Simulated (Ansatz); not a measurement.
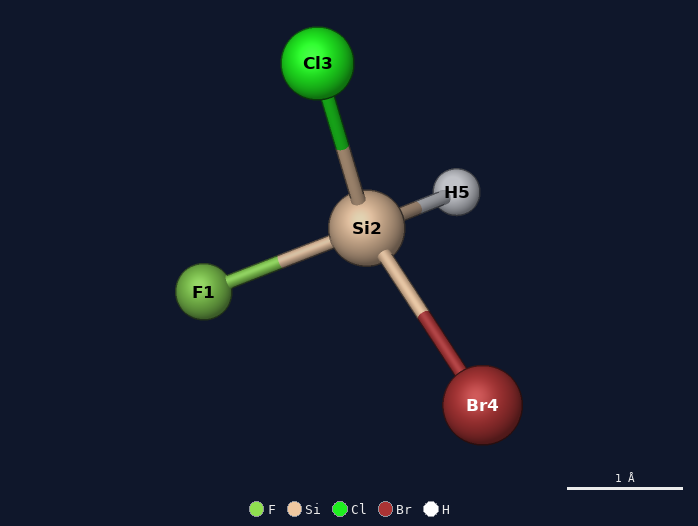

Simulated data, not a measurement (program: Ansatz).

Orthographic view. Atoms fade into the background with distance from the viewer. Geometry: moved along internal coordinates away from the minimum.

Give the geometry as a Z-matrix, atoms in numerical order, with these reference atoms: 2 to 1; 3 to 2, 1; 4 to 2, 1, 3; 5 to 2, 1, 3.

```
F  
Si   1   1.582
Cl   2   1.955   1   103.7
Br   2   2.189   1   108.4   3   111.8
H    2   1.468   1   109.0   3  -128.0
```
